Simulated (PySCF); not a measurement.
## NMR shielding calculation, with input and output: C4H8OSi

The run: NMR shielding calculation of C4H8OSi. Method and program: GIAO PBE0/IGLO-III NMR shielding, non-relativistic, gas phase (PySCF 2.14.0).

The geometry comes from this level: PBE0-D3(BJ)/def2-SVP. Figures and captions count atoms from 1; the log counts them from 0 in places.

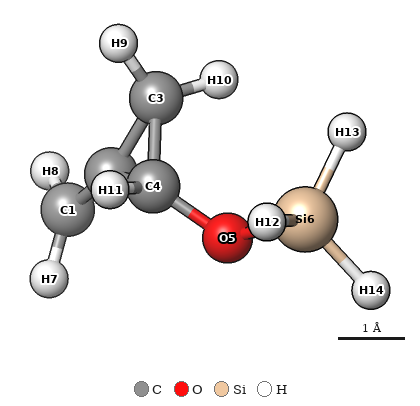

The structure (ball-and-stick view, seen at a tilt; atoms are numbered from 1 in the order of the input). Bond lengths as drawn: C–C 1.32 to 1.53 Å, C–H 1.09 to 1.10 Å, C–O 1.39 Å, H–Si 1.49 to 1.50 Å and O–Si 1.67 Å.

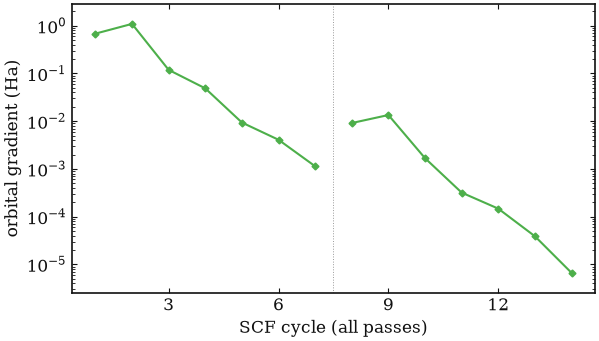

Convergence of the self-consistent field: orbital gradient against the SCF cycle. The dotted line marks the change from a coarse to the final integration grid. The first 7 cycles use a coarse grid, the final grid takes over at cycle 8, and the field converges after 14 cycles in all.

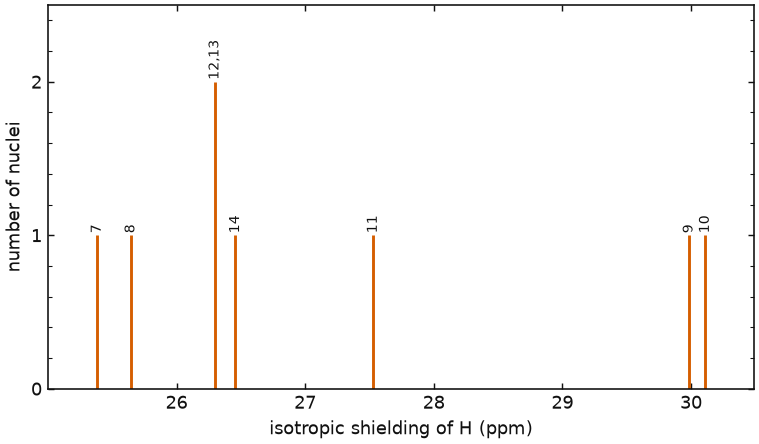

Isotropic shieldings of the hydrogen nuclei in this fixed geometry, labelled by atom number; shielding grows to the right, so chemical shift grows to the left. The least shielded is H7 (25.4 ppm), the most shielded H10 (30.1 ppm).

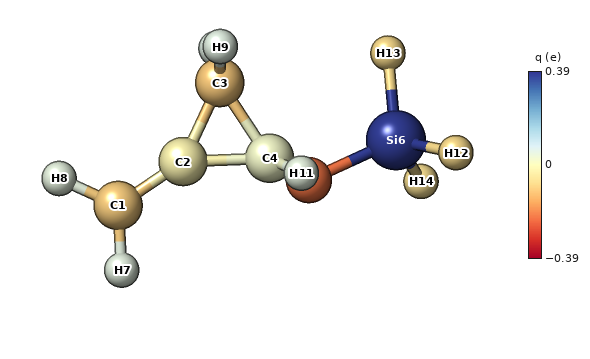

Hirshfeld charges, as the colour of each atom (ball-and-stick view, seen at a tilt; atoms are numbered from 1 in the order of the input). By element: C −0.10 to +0.02, O −0.22, Si +0.38 and H −0.08 to +0.06 e.

The input that produced these results follows, with the program's output.

**The input**
```
{"job": {"kind": "nmr", "xc": "PBE0", "basis": "IGLO-III", "pop": true}, "charge": 0, "multiplicity": 1}
C      2.244691     0.746325     0.141831
C      1.148255     0.066503     0.432984
C      0.453980    -1.224458     0.514247
C     -0.258540     0.092298     0.820554
O     -1.195203     0.605484    -0.063763
Si    -2.773890     0.056077    -0.097227
H      2.256922     1.839063     0.186419
H      3.166074     0.238819    -0.158973
H      0.659208    -1.914959     1.340736
H      0.202150    -1.712637    -0.434749
H     -0.483903     0.282939     1.881340
H     -3.411649     0.215321     1.247231
H     -2.831576    -1.387708    -0.482784
H     -3.479523     0.888190    -1.106986
```

The first line tells a small driver script what to run in PySCF; the rest is the geometry in Å.

Launched with:
```bash
OMP_NUM_THREADS=1 python <driver script> task.json out
```

**What the program printed**
```
coarse grid: 12016 points
cycle   1  E = -521.5166396670  dE =  7.360e-01  |g| = 6.823e-01  |ddm| = 2.552e+00
cycle   2  E = -521.3810594000  dE =  1.356e-01  |g| = 1.093e+00  |ddm| = 1.189e+00
cycle   3  E = -521.5995762548  dE = -2.185e-01  |g| = 1.188e-01  |ddm| = 8.848e-01
cycle   4  E = -521.6019247075  dE = -2.348e-03  |g| = 4.869e-02  |ddm| = 9.700e-02
cycle   5  E = -521.6024843616  dE = -5.597e-04  |g| = 9.359e-03  |ddm| = 3.929e-02
cycle   6  E = -521.6025002764  dE = -1.591e-05  |g| = 4.073e-03  |ddm| = 7.884e-03
cycle   7  E = -521.6025040990  dE = -3.823e-06  |g| = 1.134e-03  |ddm| = 2.875e-03
final grid: 110944 points
cycle   8  E = -521.6062948716  dE = -7.601e-05  |g| = 9.134e-03  |ddm| = 5.789e-02
cycle   9  E = -521.6062753051  dE =  1.957e-05  |g| = 1.345e-02  |ddm| = 1.205e-02
cycle  10  E = -521.6063108053  dE = -3.550e-05  |g| = 1.676e-03  |ddm| = 7.321e-03
cycle  11  E = -521.6063113988  dE = -5.934e-07  |g| = 3.183e-04  |ddm| = 1.116e-03
cycle  12  E = -521.6063114199  dE = -2.114e-08  |g| = 1.468e-04  |ddm| = 2.443e-04
cycle  13  E = -521.6063114247  dE = -4.784e-09  |g| = 3.875e-05  |ddm| = 1.059e-04
cycle  14  E = -521.6063114250  dE = -3.167e-10  |g| = 6.632e-06  |ddm| = 2.638e-05
converged SCF energy = -521.6063114250

GIAO shielding tensors (ppm)
atom      isotropic    diamagn.    paramagn.     s11        s22        s33       span
  0 C       67.116     258.695    -191.579    -39.671     74.067    166.951    206.623
  1 C       37.464     247.372    -209.908    -60.573    -15.814    188.778    249.351
  2 C      169.351     253.891     -84.540    139.620    158.477    209.956     70.336
  3 C      131.923     243.102    -111.179     87.505    106.942    201.320    113.815
  4 O      296.763     392.098     -95.335    254.754    301.898    333.636     78.882
  5 Si     382.331     889.393    -507.062    337.365    344.547    465.081    127.716
  6 H       25.381      31.212      -5.831     22.990     23.930     29.224      6.234
  7 H       25.644      29.957      -4.313     23.437     24.182     29.313      5.875
  8 H       29.983      31.200      -1.217     25.560     25.852     38.538     12.978
  9 H       30.109      32.328      -2.219     26.394     27.128     36.806     10.412
 10 H       27.528      30.293      -2.766     22.418     26.476     33.688     11.270
 11 H       26.274      28.197      -1.923     23.482     24.362     30.977      7.495
 12 H       26.319      28.974      -2.655     22.977     25.193     30.788      7.811
 13 H       26.457      28.710      -2.253     23.313     24.637     31.420      8.107
```

**Summary**

| quantity | value |
| --- | --- |
| outcome | converged |
| total energy | −521.606311 hartree |
| HOMO | −7.58 eV |
| LUMO | −0.43 eV |
| dipole moment | 1.01 D |
| isotropic shielding, C | 37.5 to 169.4 ppm |
| isotropic shielding, O | 296.8 ppm |
| isotropic shielding, Si | 382.3 ppm |
| isotropic shielding, H | 25.4 to 30.1 ppm |
| hardware | 1 CPU thread, shared host |
| wall time | 82 s |
| peak memory | 1.3 GiB |
